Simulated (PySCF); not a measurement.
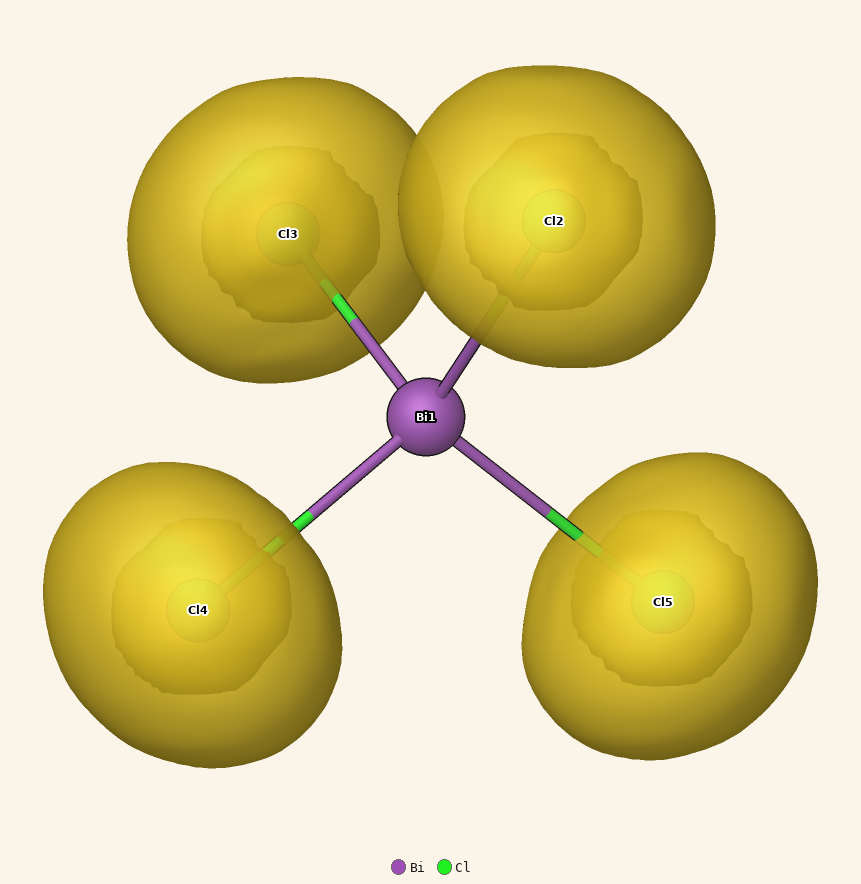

The picture shows: BiCl4 (charge −1). Isosurface of the electron localisation function at 0.75 (yellow), seen at a tilt. Only the valence region is drawn (cores and ρ < 0.01 e/Å³ removed).

Core potentials replace the inner electrons of Bi.

Theory: RKS BP86, Bi def2-SVP with ECP60, Cl def2-SVP; non-relativistic Hamiltonian with scalar-relativistic core potentials where named; density fitting (PySCF 2.14.0).

```yaml
atoms:
  - { symbol: Bi, position_ang: [0.0000, 0.0000, 0.0000] }
  - { symbol: Cl, position_ang: [1.5209, 1.5209, 1.5209] }
  - { symbol: Cl, position_ang: [-1.5209, -1.5209, 1.5209] }
  - { symbol: Cl, position_ang: [1.5209, -1.5209, -1.5209] }
  - { symbol: Cl, position_ang: [-1.5209, 1.5209, -1.5209] }
```

> Where are the electrons localised?

The ELF exceeds this value in four regions wrapped around Cl (the valence shell of each).

Values along the shortest contacts:
Bi–Cl (2.63 Å): the ELF peaks at about 0.80 in the valence shell of Cl, 0.8 Å from its nucleus, and drops to about 0.25 between the two atoms.
